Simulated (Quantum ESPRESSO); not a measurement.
# antimonene, 1 layer, rectangular cell: a series in strain along the first axis, part 4 of 7

What law, if any, do the results for antimonene, 1 layer, rectangular cell follow against strain along the first axis?

Quantum ESPRESSO 7.5; plane-wave DFT, PBE, GBRV ultrasoft pseudopotentials.

So far. Step 2 (Relaxing cell and ions of the reference):  The last row is no step: it is a fresh SCF in the final cell with a new plane-wave basis, +0 meV from the row before. Step 3 (Relaxing the ions, -4 %): The relaxation lowers the energy by 3 meV an atom.

### 6. Bands along a path, -4 %

Bands along a path place the edges.

m0.bands.in reads:

```
&control
  prefix = 'm0.bands'
  outdir = './out'
  pseudo_dir = './pseudo'
  calculation = 'bands'
/
&system
  ibrav = 0
  nat = 4
  ntyp = 1
  ecutwfc = 40
  ecutrho = 200
  occupations = 'smearing'
  smearing = 'fd'
  degauss = 0.002
  nbnd = 36
/
&electrons
  conv_thr = 1e-07
  mixing_beta = 0.4
  electron_maxstep = 120
  mixing_mode = 'plain'
/
ATOMIC_SPECIES
  Sb  121.7600  sb_pbe_v1.4.uspp.F.UPF
CELL_PARAMETERS angstrom
  3.95397254304000 0.00000000000000 0.00000000000000
  0.00000000000000 7.13289968800000 0.00000000000000
  0.00000000000000 0.00000000000000 16.65000000000000
ATOMIC_POSITIONS crystal
  Sb  0.500000000000 0.164685249200 0.449940269200
  Sb  0.000000000000 0.664683617300 0.449939359900
  Sb  0.000000000000 0.335316382700 0.550060640100
  Sb  0.500000000000 0.835314750800 0.550059730800
K_POINTS crystal_b
5
  0.0000000000 0.0000000000 0.0000000000 12
  0.5000000000 0.0000000000 0.0000000000 12
  0.5000000000 0.5000000000 0.0000000000 12
  0.0000000000 0.5000000000 0.0000000000 12
  0.0000000000 0.0000000000 0.0000000000 1
```

On the command line:

```console
$ cp -r out/m0.scf.save out/m0.bands.save
$ cp out/m0.scf.xml out/m0.bands.xml
$ OMP_NUM_THREADS=1 mpirun -n 4 pw.x -nk 4 -in m0.bands.in > m0.bands.out
```

Log:

```text
[banner, memory and clock lines left out]
Program PWSCF v.7.5 starts

          URL

     Atomic positions and unit cell read from directory:
     ./out/m0.bands.save/

     Found identity + (  0.5000  0.5000 -0.0000) symmetry
     This is a supercell, fractional translations are disabled
     Message from routine setup:
     using ibrav=0 with symmetry is DISCOURAGED, use correct ibrav instead

     G-vector sticks info

     bravais-lattice index     =            0
     lattice parameter (alat)  =       7.4719  a.u.
     unit-cell volume          =    3168.9151 (a.u.)^3
     number of atoms/cell      =            4
     number of atomic types    =            1
     number of electrons       =        60.00
     number of Kohn-Sham states=           36
     kinetic-energy cutoff     =      40.0000  Ry
     charge density cutoff     =     200.0000  Ry
     Exchange-correlation=  SLA  PW   PBX  PBC
                           (   1   4   3   4   0   0   0)

     celldm(1)=   7.471925  celldm(2)=   0.000000  celldm(3)=   0.000000
     celldm(4)=   0.000000  celldm(5)=   0.000000  celldm(6)=   0.000000

     crystal axes: (cart. coord. in units of alat)
               a(1) = (   1.000000   0.000000   0.000000 )
               a(2) = (   0.000000   1.803983   0.000000 )
               a(3) = (   0.000000   0.000000   4.210955 )

     reciprocal axes: (cart. coord. in units 2 pi/alat)
               b(1) = (  1.000000  0.000000  0.000000 )
               b(2) = (  0.000000  0.554329  0.000000 )
               b(3) = (  0.000000  0.000000  0.237476 )

     PseudoPot. # 1 for Sb read from file:
     ./pseudo/sb_pbe_v1.4.uspp.F.UPF
     Pseudo is Ultrasoft + core correction, Zval = 15.0
     Generated by new atomic code, or converted to UPF format
     Using radial grid of  891 points,  6 beta functions with:
                l(1) =   0
                l(2) =   0
                l(3) =   1
                l(4) =   1
                l(5) =   2
                l(6) =   2
     Q(r) pseudized with  8 coefficients,  rinner =    1.350   1.350   1.350
                                                       1.350   1.350

     atomic species   valence    mass     pseudopotential
     Sb               15.00   121.76000     Sb( 1.00)

      4 Sym. Ops., with inversion, found

   Cartesian axes

     site n.     atom                  positions (alat units)
         1        Sb     tau(   1) = (   0.5000000   0.2970894   1.8946782  )
         2        Sb     tau(   2) = (   0.0000000   1.1990780   1.8946743  )
         3        Sb     tau(   3) = (   0.0000000   0.6049051   2.3162805  )
         4        Sb     tau(   4) = (   0.5000000   1.5068937   2.3162767  )

     number of k points=    49  Fermi-Dirac smearing, width (Ry)=  0.0020
                       cart. coord. in units 2pi/alat
        k(    1) = (   0.0000000   0.0000000   0.0000000), wk =   0.0408163
        k(    2) = (   0.0416667   0.0000000   0.0000000), wk =   0.0408163
        k(    3) = (   0.0833333   0.0000000   0.0000000), wk =   0.0408163
        k(    4) = (   0.1250000   0.0000000   0.0000000), wk =   0.0408163
        k(    5) = (   0.1666667   0.0000000   0.0000000), wk =   0.0408163
        k(    6) = (   0.2083333   0.0000000   0.0000000), wk =   0.0408163
        k(    7) = (   0.2500000   0.0000000   0.0000000), wk =   0.0408163
        k(    8) = (   0.2916667   0.0000000   0.0000000), wk =   0.0408163
        k(    9) = (   0.3333333   0.0000000   0.0000000), wk =   0.0408163
        k(   10) = (   0.3750000   0.0000000   0.0000000), wk =   0.0408163
        k(   11) = (   0.4166667   0.0000000   0.0000000), wk =   0.0408163
        k(   12) = (   0.4583333   0.0000000   0.0000000), wk =   0.0408163
        k(   13) = (   0.5000000   0.0000000   0.0000000), wk =   0.0408163
        k(   14) = (   0.5000000   0.0230970   0.0000000), wk =   0.0408163
        k(   15) = (   0.5000000   0.0461941   0.0000000), wk =   0.0408163
        k(   16) = (   0.5000000   0.0692911   0.0000000), wk =   0.0408163
        k(   17) = (   0.5000000   0.0923882   0.0000000), wk =   0.0408163
        k(   18) = (   0.5000000   0.1154852   0.0000000), wk =   0.0408163
        k(   19) = (   0.5000000   0.1385822   0.0000000), wk =   0.0408163
        k(   20) = (   0.5000000   0.1616793   0.0000000), wk =   0.0408163
        k(   21) = (   0.5000000   0.1847763   0.0000000), wk =   0.0408163
        k(   22) = (   0.5000000   0.2078733   0.0000000), wk =   0.0408163
        k(   23) = (   0.5000000   0.2309704   0.0000000), wk =   0.0408163
        k(   24) = (   0.5000000   0.2540674   0.0000000), wk =   0.0408163
        k(   25) = (   0.5000000   0.2771645   0.0000000), wk =   0.0408163
        k(   26) = (   0.4583333   0.2771645   0.0000000), wk =   0.0408163
        k(   27) = (   0.4166667   0.2771645   0.0000000), wk =   0.0408163
        k(   28) = (   0.3750000   0.2771645   0.0000000), wk =   0.0408163
        k(   29) = (   0.3333333   0.2771645   0.0000000), wk =   0.0408163
        k(   30) = (   0.2916667   0.2771645   0.0000000), wk =   0.0408163
        k(   31) = (   0.2500000   0.2771645   0.0000000), wk =   0.0408163
        k(   32) = (   0.2083333   0.2771645   0.0000000), wk =   0.0408163
        k(   33) = (   0.1666667   0.2771645   0.0000000), wk =   0.0408163
        k(   34) = (   0.1250000   0.2771645   0.0000000), wk =   0.0408163
        k(   35) = (   0.0833333   0.2771645   0.0000000), wk =   0.0408163
        k(   36) = (   0.0416667   0.2771645   0.0000000), wk =   0.0408163
        k(   37) = (   0.0000000   0.2771645   0.0000000), wk =   0.0408163
        k(   38) = (   0.0000000   0.2540674   0.0000000), wk =   0.0408163
        k(   39) = (   0.0000000   0.2309704   0.0000000), wk =   0.0408163
        k(   40) = (   0.0000000   0.2078733   0.0000000), wk =   0.0408163
        k(   41) = (   0.0000000   0.1847763   0.0000000), wk =   0.0408163
        k(   42) = (   0.0000000   0.1616793   0.0000000), wk =   0.0408163
        k(   43) = (   0.0000000   0.1385822   0.0000000), wk =   0.0408163
        k(   44) = (   0.0000000   0.1154852   0.0000000), wk =   0.0408163
        k(   45) = (   0.0000000   0.0923882   0.0000000), wk =   0.0408163
        k(   46) = (   0.0000000   0.0692911   0.0000000), wk =   0.0408163
        k(   47) = (   0.0000000   0.0461941   0.0000000), wk =   0.0408163
        k(   48) = (   0.0000000   0.0230970   0.0000000), wk =   0.0408163
        k(   49) = (   0.0000000   0.0000000   0.0000000), wk =   0.0408163

     Dense  grid:   151329 G-vectors     FFT dimensions: (  36,  64, 144)

     Smooth grid:   108239 G-vectors     FFT dimensions: (  32,  60, 128)

     The potential is recalculated from file :
[...]
1.8589   1.8590   2.2476   2.2476

          k = 0.2917 0.2772 0.0000 ( 13514 PWs)   bands (ev):

   -29.6797 -29.6797 -29.6300 -29.6300 -29.6020 -29.6020 -29.5759 -29.5759
   -29.5461 -29.5461 -29.5272 -29.5272 -29.5064 -29.5064 -29.4823 -29.4823
   -29.4702 -29.4701 -29.4167 -29.4167 -11.2075 -11.2075  -8.0539  -8.0539
    -4.1454  -4.1454  -3.0335  -3.0335  -1.9466  -1.9466   0.5904   0.5904
     1.9430   1.9430   2.3484   2.3484

          k = 0.2500 0.2772 0.0000 ( 13534 PWs)   bands (ev):

   -29.6808 -29.6808 -29.6352 -29.6352 -29.6030 -29.6030 -29.5808 -29.5808
   -29.5485 -29.5485 -29.5241 -29.5241 -29.5035 -29.5035 -29.4777 -29.4777
   -29.4681 -29.4681 -29.4159 -29.4159 -11.3824 -11.3824  -7.9081  -7.9080
    -4.0113  -4.0113  -3.0948  -3.0948  -1.8248  -1.8248   0.7657   0.7657
     1.8509   1.8509   2.6096   2.6096

          k = 0.2083 0.2772 0.0000 ( 13570 PWs)   bands (ev):

   -29.6818 -29.6818 -29.6405 -29.6404 -29.6036 -29.6036 -29.5846 -29.5846
   -29.5511 -29.5511 -29.5212 -29.5212 -29.5016 -29.5016 -29.4746 -29.4746
   -29.4649 -29.4648 -29.4150 -29.4150 -11.5359 -11.5359  -7.8047  -7.8047
    -3.8744  -3.8744  -3.0621  -3.0621  -1.7570  -1.7570   0.9964   0.9964
     1.7399   1.7399   2.8342   2.8342

          k = 0.1667 0.2772 0.0000 ( 13550 PWs)   bands (ev):

   -29.6828 -29.6828 -29.6452 -29.6451 -29.6045 -29.6045 -29.5870 -29.5869
   -29.5537 -29.5537 -29.5185 -29.5185 -29.5007 -29.5007 -29.4726 -29.4726
   -29.4612 -29.4611 -29.4139 -29.4139 -11.6648 -11.6648  -7.7390  -7.7390
    -3.8054  -3.8054  -2.8733  -2.8733  -1.7308  -1.7308   1.1511   1.1512
     1.7360   1.7360   2.9152   2.9152

          k = 0.1250 0.2772 0.0000 ( 13540 PWs)   bands (ev):

   -29.6837 -29.6837 -29.6490 -29.6490 -29.6059 -29.6059 -29.5879 -29.5878
   -29.5560 -29.5560 -29.5161 -29.5160 -29.5006 -29.5006 -29.4713 -29.4713
   -29.4578 -29.4578 -29.4128 -29.4128 -11.7667 -11.7667  -7.7016  -7.7015
    -3.8041  -3.8041  -2.5511  -2.5511  -1.7286  -1.7285   1.0536   1.0536
     1.9694   1.9694   2.8318   2.8318

          k = 0.0833 0.2772 0.0000 ( 13516 PWs)   bands (ev):

   -29.6844 -29.6843 -29.6519 -29.6519 -29.6073 -29.6073 -29.5878 -29.5878
   -29.5579 -29.5579 -29.5139 -29.5139 -29.5010 -29.5010 -29.4704 -29.4704
   -29.4554 -29.4553 -29.4118 -29.4118 -11.8404 -11.8404  -7.6825  -7.6825
    -3.8265  -3.8265  -2.1812  -2.1811  -1.7338  -1.7338   0.8134   0.8134
     2.2784   2.2784   2.6817   2.6817

          k = 0.0417 0.2772 0.0000 ( 13538 PWs)   bands (ev):

   -29.6848 -29.6848 -29.6536 -29.6536 -29.6084 -29.6084 -29.5875 -29.5875
   -29.5591 -29.5591 -29.5124 -29.5124 -29.5015 -29.5015 -29.4699 -29.4699
   -29.4538 -29.4538 -29.4112 -29.4112 -11.8849 -11.8849  -7.6743  -7.6742
    -3.8465  -3.8465  -1.8775  -1.8775  -1.7227  -1.7227   0.5620   0.5620
     2.4663   2.4663   2.6239   2.6239

          k = 0.0000 0.2772 0.0000 ( 13548 PWs)   bands (ev):

   -29.6849 -29.6849 -29.6542 -29.6542 -29.6088 -29.6088 -29.5874 -29.5874
   -29.5596 -29.5596 -29.5119 -29.5119 -29.5018 -29.5018 -29.4697 -29.4697
   -29.4533 -29.4533 -29.4109 -29.4109 -11.8998 -11.8998  -7.6720  -7.6720
    -3.8541  -3.8541  -1.7968  -1.7968  -1.6697  -1.6697   0.4467   0.4467
     2.4611   2.4611   2.6838   2.6838

          k = 0.0000 0.2541 0.0000 ( 13550 PWs)   bands (ev):

   -29.6854 -29.6844 -29.6587 -29.6496 -29.6095 -29.6079 -29.5901 -29.5845
   -29.5615 -29.5575 -29.5141 -29.5098 -29.5027 -29.5009 -29.4714 -29.4684
   -29.4584 -29.4482 -29.4112 -29.4107 -12.0019 -11.7904  -7.7427  -7.6184
    -4.0057  -3.6718  -1.8376  -1.7740  -1.7609  -1.5735   0.3750   0.5438
     2.3880   2.4972   2.6425   2.7152

          k = 0.0000 0.2310 0.0000 ( 13557 PWs)   bands (ev):

   -29.6859 -29.6839 -29.6630 -29.6449 -29.6101 -29.6068 -29.5927 -29.5814
   -29.5633 -29.5552 -29.5165 -29.5078 -29.5039 -29.5003 -29.4740 -29.4673
   -29.4628 -29.4432 -29.4114 -29.4105 -12.0963 -11.6743  -7.8314  -7.5799
    -4.1251  -3.4615  -1.8980  -1.8464  -1.7665  -1.4733   0.3314   0.6622
     2.2901   2.4859   2.5907   2.7375

          k = 0.0000 0.2079 0.0000 ( 13551 PWs)   bands (ev):

   -29.6864 -29.6834 -29.6670 -29.6404 -29.6106 -29.6053 -29.5951 -29.5782
   -29.5648 -29.5529 -29.5191 -29.5060 -29.5053 -29.4998 -29.4778 -29.4663
   -29.4660 -29.4385 -29.4116 -29.4103 -12.1824 -11.5522  -7.9377  -7.5543
    -4.2124  -3.2266  -1.9774  -1.9254  -1.7704  -1.3706   0.3164   0.7967
     2.1775   2.4225   2.5289   2.7521

          k = 0.0000 0.1848 0.0000 ( 13565 PWs)   bands (ev):

   -29.6869 -29.6829 -29.6707 -29.6362 -29.6111 -29.6034 -29.5973 -29.5750
   -29.5662 -29.5505 -29.5218 -29.5069 -29.5044 -29.4993 -29.4829 -29.4681
   -29.4654 -29.4341 -29.4118 -29.4101 -12.2601 -11.4254  -8.0595  -7.5388
    -4.2690  -2.9711  -2.0732  -1.9973  -1.7821  -1.2668   0.3284   0.9417
     2.0573   2.3085   2.4582   2.7603

          k = 0.0000 0.1617 0.0000 ( 13563 PWs)   bands (ev):

   -29.6873 -29.6825 -29.6740 -29.6325 -29.6115 -29.6008 -29.5992 -29.5716
   -29.5674 -29.5480 -29.5246 -29.5087 -29.5030 -29.4990 -29.4886 -29.4694
   -29.4646 -29.4302 -29.4120 -29.4099 -12.3291 -11.2952  -8.1937  -7.5309
    -4.2978  -2.6994  -2.1809  -2.0617  -1.7984  -1.1638   0.3643   1.0913
     1.9341   2.1494   2.3808   2.7637

          k = 0.0000 0.1386 0.0000 ( 13549 PWs)   bands (ev):

   -29.6877 -29.6821 -29.6769 -29.6294 -29.6119 -29.6010 -29.5975 -29.5685
   -29.5682 -29.5457 -29.5275 -29.5108 -29.5018 -29.4987 -29.4943 -29.4703
   -29.4639 -29.4267 -29.4122 -29.4097 -12.3892 -11.1638  -8.3356  -7.5284
    -4.3031  -2.4165  -2.2953  -2.1183  -1.8165  -1.0640   0.4203   1.2384
     1.8106   1.9539   2.2998   2.7636

          k = 0.0000 0.1155 0.0000 ( 13563 PWs)   bands (ev):

   -29.6880 -29.6817 -29.6794 -29.6271 -29.6122 -29.6025 -29.5935 -29.5693
   -29.5647 -29.5435 -29.5306 -29.5132 -29.5007 -29.4999 -29.4985 -29.4710
   -29.4633 -29.4237 -29.4123 -29.4096 -12.4403 -11.0340  -8.4797  -7.5293
    -4.2898  -2.4104  -2.1666  -2.1296  -1.8328  -0.9703   0.4922   1.3684
     1.6885   1.7399   2.2189   2.7614

          k = 0.0000 0.0924 0.0000 ( 13559 PWs)   bands (ev):

   -29.6883 -29.6815 -29.6814 -29.6254 -29.6125 -29.6037 -29.5891 -29.5700
   -29.5612 -29.5417 -29.5337 -29.5157 -29.5048 -29.4998 -29.4984 -29.4715
   -29.4628 -29.4212 -29.4125 -29.4095 -12.4822 -10.9102  -8.6191  -7.5319
    -4.2638  -2.5199  -2.2064  -1.8848  -1.8074  -0.8858   0.5757   1.3863
     1.5693   1.6087   2.1427   2.7581

          k = 0.0000 0.0693 0.0000 ( 13581 PWs)   bands (ev):

   -29.6885 -29.6831 -29.6812 -29.6242 -29.6128 -29.6047 -29.5846 -29.5705
   -29.5577 -29.5405 -29.5370 -29.5181 -29.5090 -29.4992 -29.4983 -29.4719
   -29.4624 -29.4193 -29.4126 -29.4094 -12.5150 -10.7983  -8.7455  -7.5353
    -4.2317  -2.6168  -2.2376  -1.8741  -1.5584  -0.8143   0.6661   1.1869
     1.4546   1.6750   2.0762   2.7546

          k = 0.0000 0.0462 0.0000 ( 13591 PWs)   bands (ev):

   -29.6886 -29.6843 -29.6810 -29.6234 -29.6130 -29.6054 -29.5806 -29.5708
   -29.5541 -29.5403 -29.5402 -29.5196 -29.5123 -29.4987 -29.4982 -29.4722
   -29.4622 -29.4179 -29.4127 -29.4093 -12.5384 -10.7068  -8.8488  -7.5382
    -4.2009  -2.6940  -2.2599  -1.8830  -1.3191  -0.7597   0.7568   0.9696
     1.3486   1.7557   2.0241   2.7516

          k = 0.0000 0.0231 0.0000 ( 13619 PWs)   bands (ev):

   -29.6887 -29.6850 -29.6809 -29.6230 -29.6131 -29.6058 -29.5776 -29.5711
   -29.5506 -29.5437 -29.5407 -29.5200 -29.5147 -29.4984 -29.4982 -29.4723
   -29.4620 -29.4170 -29.4127 -29.4093 -12.5524 -10.6456  -8.9175  -7.5403
    -4.1786  -2.7441  -2.2734  -1.8892  -1.1439  -0.7252   0.8046   0.8346
     1.2625   1.8099   1.9909   2.7496

          k = 0.0000 0.0000 0.0000 ( 13615 PWs)   bands (ev):

   -29.6888 -29.6852 -29.6809 -29.6229 -29.6131 -29.6059 -29.5765 -29.5711
   -29.5473 -29.5470 -29.5410 -29.5199 -29.5157 -29.4983 -29.4982 -29.4724
   -29.4619 -29.4167 -29.4127 -29.4093 -12.5571 -10.6239  -8.9418  -7.5410
    -4.1704  -2.7615  -2.2779  -1.8913  -1.0775  -0.7135   0.7412   0.8692
     1.2252   1.8289   1.9795   2.7490

     XML data file, pseudopotentials, collected wavefunctions

                                        0.00s GPU  (     318 calls)
```

Run time: 52 s. Hardware: 4 MPI ranks of Arm Neoverse V1, shared host; peak memory 0.6 GiB.

Read from the output:

* conduction bottom, on the run's zero: 0.2637 eV
* gap by band count: 0.9772 eV

Band numbers count within the set of bands kept for display. Electronic bands along the path, in eV, zero at the highest filled level of the SCF mesh; v1 is the highest filled band, c1 the lowest empty one:

| point | v4 | v3 | v2 | v1 | c1 | c2 | c3 | c4 |
| --- | --- | --- | --- | --- | --- | --- | --- | --- |
| Γ | -1.56 | -1.18 | -0.36 | 0.00 | 1.45 | 1.58 | 1.94 | 2.54 |
| X | -3.00 | -3.00 | -1.48 | -1.48 | 1.53 | 1.53 | 2.29 | 2.29 |
| S | -2.04 | -2.04 | -1.88 | -1.88 | 1.23 | 1.23 | 1.95 | 1.95 |
| Y | -1.08 | -1.08 | -0.96 | -0.96 | 1.16 | 1.16 | 3.17 | 3.17 |
| Γ | -1.56 | -1.18 | -0.36 | 0.00 | 1.45 | 1.58 | 1.94 | 2.54 |

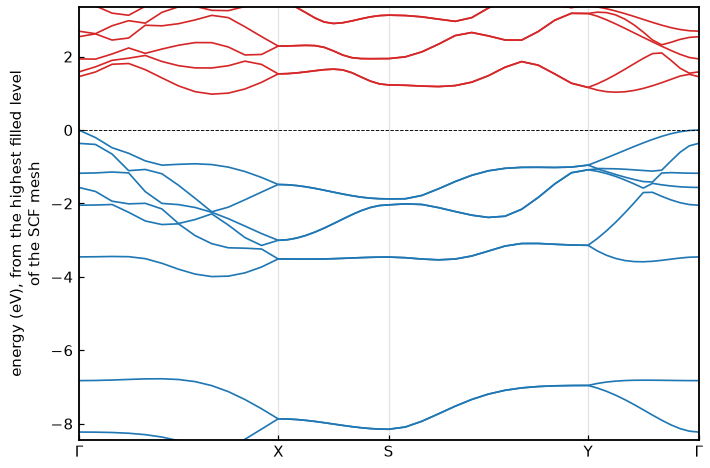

Electronic bands along the path; lines of filled and empty bands in two colours.

Along this path the valence top lies at Γ and the conduction bottom between Γ and X.

(Part 4 of 7 ends here.)

[Logs are printed without paths, hosts, clocks, repeated set-up lines and the standing remarks that a program may print on its own settings, such as how far it seeks lower states.]

[Hosts, paths, dates, database ids (printed as entryN), source tags and the programs' standing remarks are cut or masked in the printed files.]

[Maps of the electrostatic potential energy from Ansatz leave out the sawtooth potential of an applied field or a dipole correction, so their vacuum need not be flat; planar profiles and work functions include it.]
